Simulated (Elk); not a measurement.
**Optical conductivity and Kerr rotation of MnNi3**

How strongly does MnNi3 turn reflected light?

Program: Elk 11.2.3 (patched build). Level of theory: PBEsol; all-electron APW+lo, Dirac cores, scalar-relativistic bands with second-variational spin-orbit coupling. Results are calculated unless marked as measured.

### 1. The structure

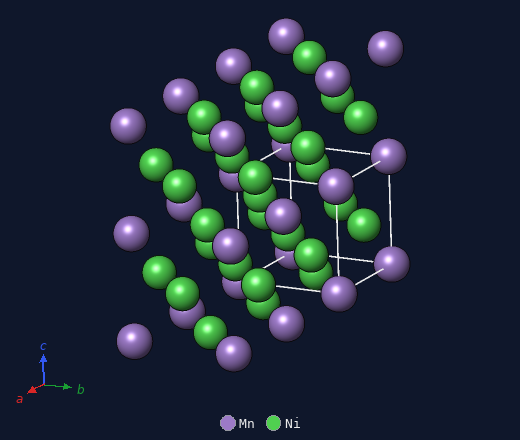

The starting structure, seen slightly off an axis (manganese light purple, nickel green). 3×1×2 cells are drawn. Some periodic images of atoms are drawn too.

As a file:

```cif
data_structure
_symmetry_space_group_name_H-M 'Pm-3m'
_symmetry_Int_Tables_number 221
_cell_length_a 3.5930
_cell_length_b 3.5930
_cell_length_c 3.5930
_cell_angle_alpha 90.000
_cell_angle_beta 90.000
_cell_angle_gamma 90.000
_cell_volume 46.38
loop_
_atom_site_label
_atom_site_type_symbol
_atom_site_symmetry_multiplicity
_atom_site_Wyckoff_symbol
_atom_site_fract_x
_atom_site_fract_y
_atom_site_fract_z
_atom_site_occupancy
Mn1 Mn 1 a 0.00000 0.00000 0.00000 1
Ni1 Ni 3 c 0.00000 0.50000 0.50000 1
```

### 2. Self-consistent run

In a ferromagnet the Kerr effect comes from exchange splitting and spin–orbit coupling together. The parallel order is imposed here; no other order was tried.

In this input [001] lies along z, the axis of the moments and of the light.

The last three numbers of an atom's line are a seed field in its sphere. It points against the wanted moment and shrinks by the factor reducebf each loop.

elk.in

```
tasks
  0
  15
  33
  73

xctype
  22

rgkmax
  7.0

nempty
  14

swidth
  0.003

reducebf
  0.5

epsengy
  1e-05

maxscl
  100

lmaxi
  3

spinpol
  .true.

spinorb
  .true.

cmagz
  .true.

sppath
  './'

avec
  6.78978596578 0.00000000000 0.00000000000
  0.00000000000 6.78978596578 0.00000000000
  0.00000000000 0.00000000000 6.78978596578

atoms
  2
  'Mn.in'
  1
  0.0000000000 0.0000000000 0.0000000000   0.000000 0.000000 -0.175000
  'Ni.in'
  3
  0.0000000000 0.5000000000 0.5000000000   0.000000 0.000000 -0.050000
  0.5000000000 0.0000000000 0.5000000000   0.000000 0.000000 -0.050000
  0.5000000000 0.5000000000 0.0000000000   0.000000 0.000000 -0.050000

ngridk
  8 8 8

plot3d
  0 0 0
  1 0 0
  0 1 0
  0 0 1
  18 18 18
```

On the command line:

```bash
OMP_NUM_THREADS=4 elk
```

Numbers of over 12 decimals in the logs are rounded to 6 here.

The log of the run:

```text
Warning(gndstate): core states of species 2 leak from the muffin-tin :   0.3236375504E-03
Warning(chksvso): spin-orbit splittings by the second variation are low [figures from our tests cut]: local-orbitals by j (lorbdm 7 and 8, zora) mend levels alone

--- INFO.OUT ---
┌─────────────────────────┐
│ Elk code version 11.2.3 │
└─────────────────────────┘

All units are atomic (Hartree, Bohr, etc.)

┌─────────────────────────────────────────────────┐
│ Ground-state run starting from atomic densities │
└─────────────────────────────────────────────────┘

Lattice vectors :
   6.789785966       0.000000000       0.000000000
   0.000000000       6.789785966       0.000000000
   0.000000000       0.000000000       6.789785966

Species : 1 (Mn)
 parameters loaded from : Mn.in
 name : manganese
 nuclear charge    :   -25.00000000
 electronic charge :    25.00000000
 atomic mass :    100145.9370
 muffin-tin radius :    2.375551850
 number of radial points in muffin-tin :    993
 inner part over the whole radius :   0.9983871131E-02
 number on inner part of muffin-tin    :    700
 approximate nuclear radius :   0.7074591925E-04
 number of mesh points to nuclear radius :    330
 atomic positions (lattice), magnetic fields (Cartesian) :
  1 :   0.00000000  0.00000000  0.00000000    0.00000000  0.00000000 -0.17500000

Species : 2 (Ni)
 parameters loaded from : Ni.in
 name : nickel
 nuclear charge    :   -28.00000000
 electronic charge :    28.00000000
 atomic mass :    106991.5231
 muffin-tin radius :    2.375551850
 number of radial points in muffin-tin :    993
 inner part over the whole radius :   0.9974321353E-02
 number on inner part of muffin-tin    :    701
 approximate nuclear radius :   0.7325707712E-04
 number of mesh points to nuclear radius :    335
 atomic positions (lattice), magnetic fields (Cartesian) :
  1 :   0.00000000  0.50000000  0.50000000    0.00000000  0.00000000 -0.05000000
  2 :   0.50000000  0.00000000  0.50000000    0.00000000  0.00000000 -0.05000000
  3 :   0.50000000  0.50000000  0.00000000    0.00000000  0.00000000 -0.05000000

Total number of atoms per unit cell :    4
Total muffin-tin volume :    224.6167517
 ratio of muffin-tin to unit cell volume :   0.7175858886

Spin treatment :
 spin-polarised
 spin-orbit coupling
 global magnetic field (Cartesian) :    0.000000000       0.000000000       0.000000000
 collinear magnetisation in z-direction

Number of Bravais lattice symmetries :   48
Number of crystal symmetries         :    8
Crystal has inversion symmetry
Real symmetric eigensolver will be used

k-point grid :      8     8     8
k-point offset :    0.000000000       0.000000000       0.000000000
k-point set is reduced with full crystal symmetry group
Total number of k-points :       90

Muffin-tin radius times maximum |G+k| :    7.000000000
 using average radius
Maximum |G+k| for APW functions       :    2.946683736
Maximum (1/2)|G+k|²                   :    4.341472521
Maximum |G| for potential and density :    12.00000000
Constant for pseudocharge density :    7
 order of it for each species :   14  14
 order of it for pair densities of each species (exact exchange by exxq0 0: 14) :   10  10
Radial integration step length :    1

G-vector grid sizes :     27    27    27
Number of G-vectors :     9093

Maximum angular momentum used for
 APW functions            :    8
 outer part of muffin-tin :    6
 inner part of muffin-tin :    3

Number of empty states         :     56
Total number of valence states :    176
Total number of core states    :     46

Third-order local-orbitals added for an l without core states : T
Total number of local-orbitals :     89

Exchange-correlation functional :     22     0     0
 PBEsol, Phys. Rev. Lett. 100, 136406 (2008)
 gradient requirement :    1
 generalised gradient approximation (GGA)

Smearing type :    3
 Fermi-Dirac
Smearing width :   0.3000000000E-02
Effective electronic temperature (K) :    947.3250744

Mixing type :    3
 Broyden mixing, J. Phys. A: Math. Gen. 17, L317 (1984)

Kohn-Sham potential initialised from atomic data

┌──────────────────────────────┐
│ Self-consistent loop started │
└──────────────────────────────┘

┌─────────────────┐
│ Loop number : 1 │
└─────────────────┘

Energies :
 Fermi                       :     0.177916
 sum of occupied eigenvalues :     -3302.9605947841
 electron kinetic            :      5796.0212072428
 core electron kinetic       :      5207.0245251442
 Coulomb                     :     -11275.021429423
 Coulomb potential           :     -8786.0837295629
 nuclear-nuclear             :     -1003.9643654408
 electron-nuclear            :     -11796.096943902
 Hartree                     :      1525.0398799206
 Madelung                    :     -6881.9795646411
 xc potential                :     -312.51649884068
 xc effective B-field        :    -0.265607
 external B-field            :      0.000000
 exchange                    :     -231.66107558243
 correlation                 :     -5.865755
 electron entropic           :    -0.31450538092746E-02
 total energy                :     -5716.5301981522
 (external B-field energy excluded from total)

Density of states at Fermi energy :    106.2056583
 (states/Hartree/unit cell)

Estimated indirect band gap :   0.1566737079E-03
 from k-point 20 to k-point 6
Estimated direct band gap   :   0.2397110999E-02
 at k-point 20

Charges :
 core                        :    46.00000000
 valence                     :    63.00000000
 interstitial                :    3.340719789
 muffin-tins (core leakage)
  species : 1 (Mn)
   atom 1                    :    23.98205155     ( -0.2240867918E-06)
  species : 2 (Ni)
   atom 1                    :    27.22578863     (  0.3269164818E-03)
   atom 2                    :    27.22578863     (  0.3269164818E-03)
   atom 3                    :    27.22565139     (  0.3269164818E-03)
 total in muffin-tins        :    105.6592802
 total calculated charge     :    108.9979734
 total charge                :    109.0000000
 error                       :   0.2026606817E-02

Moments :
 interstitial                :  -0.1214338965
 muffin-tins
  species : 1 (Mn)
   atom 1                    :    2.677550269
  species : 2 (Ni)
   atom 1                    :    1.307513013
   atom 2                    :    1.307513013
   atom 3                    :    1.307511132
 total in muffin-tins        :    6.600087427
 total moment                :    6.478653531

[... earlier loops left out ...]

┌──────────────────┐
│ Loop number : 29 │
└──────────────────┘

Energies :
 Fermi                       :     0.264628
 sum of occupied eigenvalues :     -3291.9856643166
 electron kinetic            :      5802.3960690313
 core electron kinetic       :      5207.6160299042
 Coulomb                     :     -11280.549725911
 Coulomb potential           :     -8782.4662700612
 nuclear-nuclear             :     -1003.9643654408
 electron-nuclear            :     -11810.961809022
 Hartree                     :      1534.3764485515
 Madelung                    :     -6889.3165908803
 xc potential                :     -311.69314515616
 xc effective B-field        :    -0.222318
 external B-field            :      0.000000
 exchange                    :     -232.19050025230
 correlation                 :     -5.868986
 electron entropic           :    -0.36077342932392E-02
 total energy                :     -5716.2167508849
 (external B-field energy excluded from total)

Density of states at Fermi energy :    118.1529492
 (states/Hartree/unit cell)

Estimated indirect band gap :   0.3570377161E-03
 from k-point 6 to k-point 20
Estimated direct band gap   :   0.2414537883E-02
 at k-point 21

Charges :
 core                        :    46.00000000
 valence                     :    63.00000000
 interstitial                :    3.161403318
 muffin-tins (core leakage)
  species : 1 (Mn)
   atom 1                    :    23.85109009     ( -0.2240872625E-06)
  species : 2 (Ni)
   atom 1                    :    27.32916988     (  0.3236375504E-03)
   atom 2                    :    27.32916988     (  0.3236375504E-03)
   atom 3                    :    27.32916684     (  0.3236371893E-03)
 total in muffin-tins        :    105.8385967
 total calculated charge     :    108.9981115
 total charge                :    109.0000000
 error                       :   0.1888485309E-02

Moments :
 interstitial                :  -0.2642089856E-01
 muffin-tins
  species : 1 (Mn)
   atom 1                    :    3.242527558
  species : 2 (Ni)
   atom 1                    :   0.5279408020
   atom 2                    :   0.5279408020
   atom 3                    :   0.5280583860
 total in muffin-tins        :    4.826467548
 total moment                :    4.800046650

┌──────────────────────────────┐
│ Self-consistent loop stopped │
└──────────────────────────────┘

Warning : core states of species 2 leak from the muffin-tin :   0.3236375504E-03

Wrote STATE.OUT
```

The job ended after 16 min (4 threads of Arm Neoverse V1, shared host; peak memory 0.43 GiB; 62 min of CPU time).

Spin moment in the muffin-tin sphere by atom:

| atom | spin moment in the muffin-tin sphere (μB) |
| --- | --- |
| Mn1 | 3.24 |
| Ni2 | 0.53 |
| Ni3 | 0.53 |
| Ni4 | 0.53 |

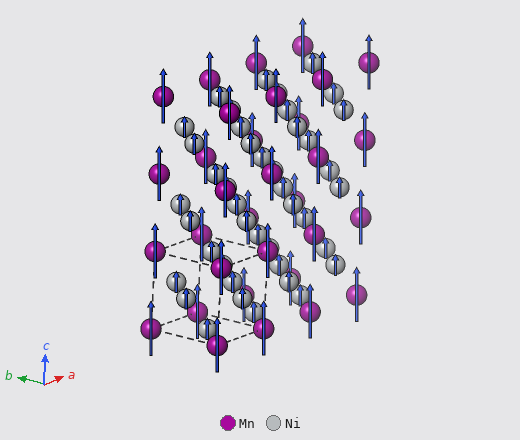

Spin moment in the muffin-tin sphere as arrows, the longest 3.24 μB. Up and down stand for the sign. Arrows give size and sign along the axis of quantisation, drawn up and down the page. Each arrow also spans its atom, so small moments look longer than they are. 3×1×3 cells are drawn. Some periodic images of atoms are drawn too.

Numbers from this step:

```
density of states at the Fermi level : 4.342 states/eV/cell
moment between the spheres           : -0.02642 μB
magnetization                        : 4.800 μB
final state                          : ferromagnetic
```

After 29 cycles the largest moment stands at 3.24 μB.

Orbital moment <L> in the sphere by atom:

| atom | x (μB) | y (μB) | z (μB) | size |
| --- | --- | --- | --- | --- |
| Mn1 | 0.0000 | 0.0000 | 0.0153 | 0.0153 |
| Ni2 | 0.0000 | 0.0000 | 0.0256 | 0.0256 |
| Ni3 | 0.0000 | 0.0000 | 0.0256 | 0.0256 |
| Ni4 | 0.0000 | 0.0000 | 0.0219 | 0.0219 |

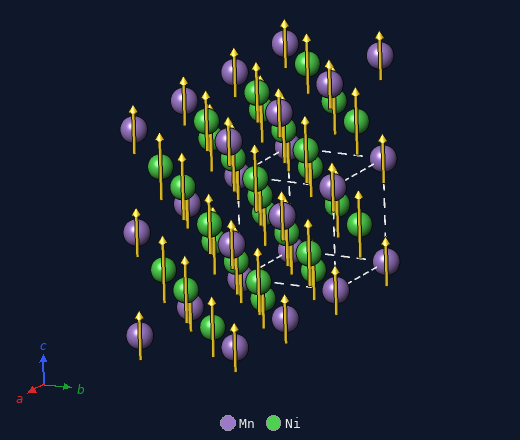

Orbital moment <L> in the sphere as arrows, the longest 0.0256 μB. 3×1×2 cells are drawn. Some periodic images of atoms are drawn too.

### 3. States and momentum matrix elements on a finer mesh

Optical spectra need more k points than the density, so the states are solved once on a finer mesh in the saved potential.

elk.in

```
tasks
  1
  120

xctype
  22

rgkmax
  7.0

nempty
  14

swidth
  0.003

reducebf
  0.5

epsengy
  1e-05

maxscl
  1

lmaxi
  3

spinpol
  .true.

spinorb
  .true.

cmagz
  .true.

sppath
  './'

avec
  6.78978596578 0.00000000000 0.00000000000
  0.00000000000 6.78978596578 0.00000000000
  0.00000000000 0.00000000000 6.78978596578

atoms
  2
  'Mn.in'
  1
  0.0000000000 0.0000000000 0.0000000000   0.000000 0.000000 -0.000175
  'Ni.in'
  3
  0.0000000000 0.5000000000 0.5000000000   0.000000 0.000000 -0.000050
  0.5000000000 0.0000000000 0.5000000000   0.000000 0.000000 -0.000050
  0.5000000000 0.5000000000 0.0000000000   0.000000 0.000000 -0.000050

ngridk
  11 11 11
```

On the command line:

```bash
OMP_NUM_THREADS=4 elk
```

The log of the run:

```text
Warning(gndstate): core states of species 2 leak from the muffin-tin :   0.3236375492E-03
Warning(chksvso): spin-orbit splittings by the second variation are low [figures from our tests cut]: local-orbitals by j (lorbdm 7 and 8, zora) mend levels alone

--- INFO.OUT ---
┌─────────────────────────┐
│ Elk code version 11.2.3 │
└─────────────────────────┘

All units are atomic (Hartree, Bohr, etc.)

┌──────────────────────────────────────────┐
│ Ground-state run resuming from STATE.OUT │
└──────────────────────────────────────────┘

Lattice vectors :
   6.789785966       0.000000000       0.000000000
   0.000000000       6.789785966       0.000000000
   0.000000000       0.000000000       6.789785966

Species : 1 (Mn)
 muffin-tin radius :    2.375551850
 atomic positions (lattice), magnetic fields (Cartesian) :
  1 :   0.00000000  0.00000000  0.00000000    0.00000000  0.00000000  0.00000000

Species : 2 (Ni)
 muffin-tin radius :    2.375551850
 atomic positions (lattice), magnetic fields (Cartesian) :
  1 :   0.00000000  0.50000000  0.50000000    0.00000000  0.00000000  0.00000000
  2 :   0.50000000  0.00000000  0.50000000    0.00000000  0.00000000  0.00000000
  3 :   0.50000000  0.50000000  0.00000000    0.00000000  0.00000000  0.00000000

Total number of atoms per unit cell :    4
Total muffin-tin volume :    224.6167517
 ratio of muffin-tin to unit cell volume :   0.7175858886

Spin treatment :
 spin-polarised
 spin-orbit coupling
 global magnetic field (Cartesian) :    0.000000000       0.000000000       0.000000000
 collinear magnetisation in z-direction

Number of Bravais lattice symmetries :   48
Number of crystal symmetries         :    8
Crystal has inversion symmetry
Real symmetric eigensolver will be used

[...]
Coulomb potential           :     -8782.4243348087
 nuclear-nuclear             :     -1003.9643654408
 electron-nuclear            :     -11811.061713511
 Hartree                     :      1534.4470952342
 Madelung                    :     -6889.3668163136
 xc potential                :     -311.76764513772
 xc effective B-field        :    -0.221142
 external B-field            :      0.000000
 exchange                    :     -232.19356512161
 correlation                 :     -5.869070
 electron entropic           :    -0.35444648908545E-02
 total energy                :     -5716.2176515063
 (external B-field energy excluded from total)

Density of states at Fermi energy :    116.3404278
 (states/Hartree/unit cell)

Estimated indirect band gap :   0.1381499807E-03
 from k-point 46 to k-point 138
Estimated direct band gap   :   0.1924069915E-02
 at k-point 33

Charges :
 core                        :    46.00000000
 valence                     :    63.00000000
 interstitial                :    3.159878457
 muffin-tins (core leakage)
  species : 1 (Mn)
   atom 1                    :    23.84701338     ( -0.2240869215E-06)
  species : 2 (Ni)
   atom 1                    :    27.33104876     (  0.3236375492E-03)
   atom 2                    :    27.33104876     (  0.3236375492E-03)
   atom 3                    :    27.33101065     (  0.3236371766E-03)
 total in muffin-tins        :    105.8401215
 total calculated charge     :    108.9981346
 total charge                :    109.0000000
 error                       :   0.1865387172E-02

Moments :
 interstitial                :  -0.3056487165E-01
 muffin-tins
  species : 1 (Mn)
   atom 1                    :    3.236337812
  species : 2 (Ni)
   atom 1                    :   0.5177692069
   atom 2                    :   0.5177692069
   atom 3                    :   0.5179072991
 total in muffin-tins        :    4.789783525
 total moment                :    4.759218653

┌──────────────────────────────┐
│ Self-consistent loop stopped │
└──────────────────────────────┘

Warning : core states of species 2 leak from the muffin-tin :   0.3236375492E-03
```

It took 2.3 min on 4 threads; peak memory 0.73 GiB.

This step gave:

| Item | Value |
| --- | --- |
| magnetization | 4.759 μB |
| largest moment | 3.236 μB |

### 4. Optics with a broadening of 0.20 eV

The broadening stands for the lifetime of the excited states; it lowers and widens the peaks.

Edit elk.in of step 3 so:

```diff
@@ -1,4 +1,4 @@
 tasks
-  1
-  120
+  121
+  122
 
@@ -14,3 +14,3 @@
 swidth
-  0.003
+  0.0075
 
@@ -23,3 +23,3 @@
 maxscl
-  1
+  100
 
@@ -36,2 +36,5 @@
   .true.
+
+intraband
+  .false.
 
@@ -58 +61,10 @@
   11 11 11
+
+wplot
+  240 100 0
+  0.00000 0.30000
+
+optcomp
+  1 1
+  1 2
+  3 3
```

On the command line:

```bash
OMP_NUM_THREADS=4 elk
```

The log of the run:

```text
┌─────────────────────────────────┐
│ Elk code version 11.2.3 started │
└─────────────────────────────────┘

Info(readinput): the functional depends on the density's gradient
 muffin-tin radial points multiplied by    2.00000
 (not where nrmtscf is given)

┌────────────────────┐
│ Current task : 121 │
└────────────────────┘

Info(checkmt): changed muffin-tin radius of species 1 (Mn) from   2.4000 to   2.3756
Info(checkmt): changed muffin-tin radius of species 2 (Ni) from   2.4000 to   2.3756

Info(dielectric):
 dielectric tensor written to EPSILON_ij.OUT
 optical conductivity written to SIGMA_ij.OUT
 for components
  i = 1, j = 1
  i = 1, j = 2
  i = 3, j = 3

┌────────────────────┐
│ Current task : 122 │
└────────────────────┘

Warning(chksvso): spin-orbit splittings by the second variation are low [figures from our tests cut]: local-orbitals by j (lorbdm 7 and 8, zora) mend levels alone

Info(dielectric):
 dielectric tensor written to EPSILON_ij.OUT
 optical conductivity written to SIGMA_ij.OUT
 for components
  i = 1, j = 1
  i = 1, j = 2

Info(moke):
 complex Kerr angle in degrees written to KERR.OUT

┌──────────────────┐
│ Elk code stopped │
└──────────────────┘
```

Run time: 1.7 min. Hardware: 4 threads; peak memory 0.05 GiB; 6.7 min of CPU time.

Intraband term left out, so in a metal the low energies lack the Drude part. Polar Kerr angle against photon energy; values in degrees:

| photon energy (eV) | rotation | ellipticity |
| --- | --- | --- |
| 0 | 0 | 0 |
| 1 | 0.141 | 0.215 |
| 2 | -0.0812 | -0.176 |
| 3 | 0.263 | -0.190 |
| 4 | 0.264 | 0.0332 |
| 5 | 0.282 | 0.219 |
| 6 | 0.0612 | 0.312 |
| 7 | -0.120 | 0.104 |
| 8 | 0.0210 | 0.133 |

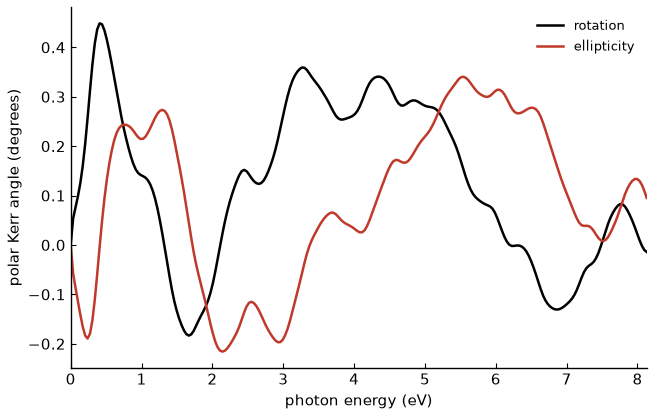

Polar Kerr angle against photon energy.

(Part 1 of 2 ends here.)

[Logs and program files are shortened in this print: banners, set-up blocks, solver, clock and traceback lines can be left out without a mark of their own.]

[Logs are printed without paths, hosts, clocks, repeated set-up lines and the standing remarks that a program may print on its own settings, such as how far it seeks lower states.]

[Hosts, paths, dates, database ids (printed as entryN), source tags and the programs' standing remarks are cut or masked in the printed files.]

[Where a cell is said to come from a database of computed structures, the database is the Materials Project.]
